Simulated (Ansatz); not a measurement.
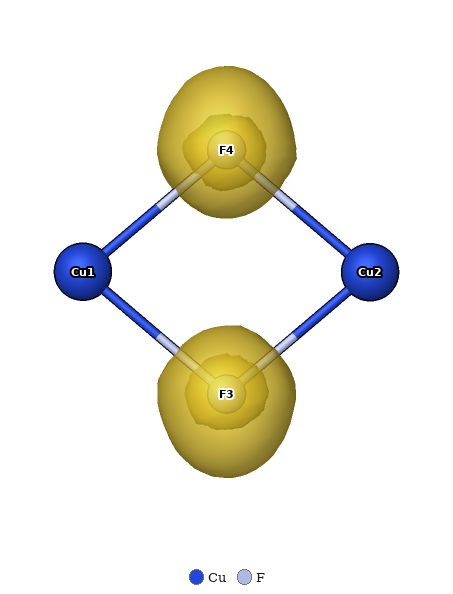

*Cu2F2 (charge +1, doublet). Isosurface of the electron localisation function at 0.75 (yellow), seen across its widest extent. Core shells and regions of very low density are left out.*

Geometry: B3LYP-D4/def2-SVP.

Computed with UKS PBE0-D4/def2-TZVP (Ansatz 0.2.0).

Input file:

```
crystal:
  periodic: [false, false, false]
  atoms:
    - {symbol: Cu, position_ang: [-0.715903, 1.186354, -0.456237]}
    - {symbol: Cu, position_ang: [0.715959, -1.185437, 0.456229]}
    - {symbol: F, position_ang: [-0.232573, 0.315251, 1.185758]}
    - {symbol: F, position_ang: [0.232517, -0.316167, -1.185739]}
basis:
  gaussian: {orbitals: def2-TZVP, initial_orbitals: start.molden}
total_charge: 1
magnetization: {spin_polarized: true, initial_magnetization: 1}
hamiltonian: {xc: pbe0, dispersion: d4}
scf: {omitted_lower_state_checks: [starts]}
output: {orbitals: {seedname: orbitals}}
```

Run with:

```sh
ansatz run in.yaml --threads 4 --pin off --events-out ev --progress --plain --max-ram 3916MiB
```

### Describe the localisation domains.

The surface consists of two regions wrapped around F (the valence shell of each).

Values along the shortest contacts:
Cu–F (1.92 Å): the ELF peaks at about 0.85 in the valence shell of F, 0.5 Å from its nucleus, and is about 0.10 at the midpoint.
